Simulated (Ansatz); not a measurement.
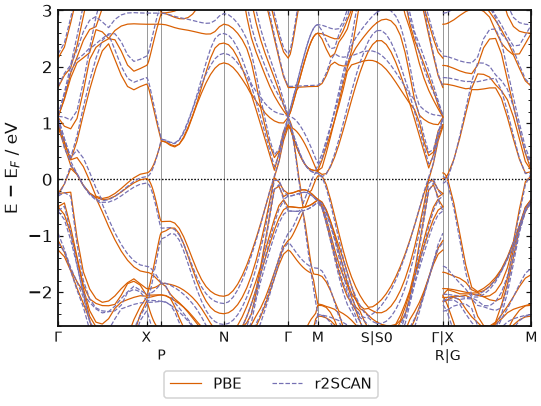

Band structures of Zr2TiC3, space group I4/mmm, 6 atoms in the cell, by two methods on the same cell. Each is counted from its own Fermi level.

### What changes from one method to the other?

Both give a metal. The 9 bands that come within 1 eV of the Fermi level differ by 0.11 eV on average and by 0.21 eV at most (between G and M).

Settings. PBE: DFT PBE, scalar-relativistic, plane waves, PAW, no spin polarisation, 16×16×16 k mesh, 420 eV cutoff (Ansatz). r2SCAN: DFT r2SCAN, scalar-relativistic, plane waves, PAW, no spin polarisation, 16×16×16 k mesh, 500 eV cutoff, Gaussian smearing of 0.1 eV (Ansatz 0.2.0).

The structure is an invented one, so it need not be a known or stable phase.
